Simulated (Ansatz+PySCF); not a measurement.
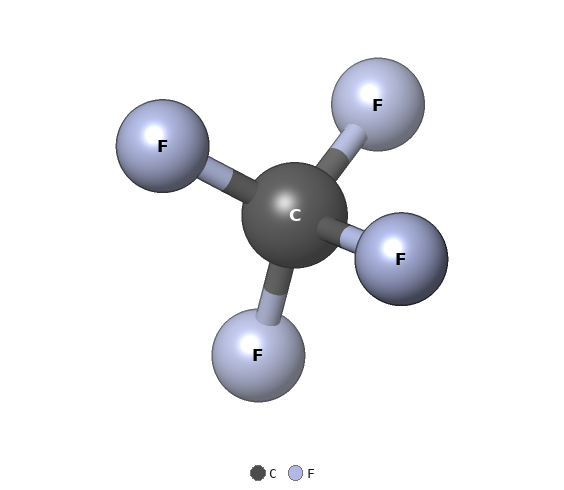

Figure made from data computed with Ansatz+PySCF.

Orthographic view. Atoms fade into the background with distance from the viewer. Geometry: a fixed input geometry, not necessarily a minimum.

Give the standard InChI.

Answer. InChI=1S/CF4/c2-1(3,4)5
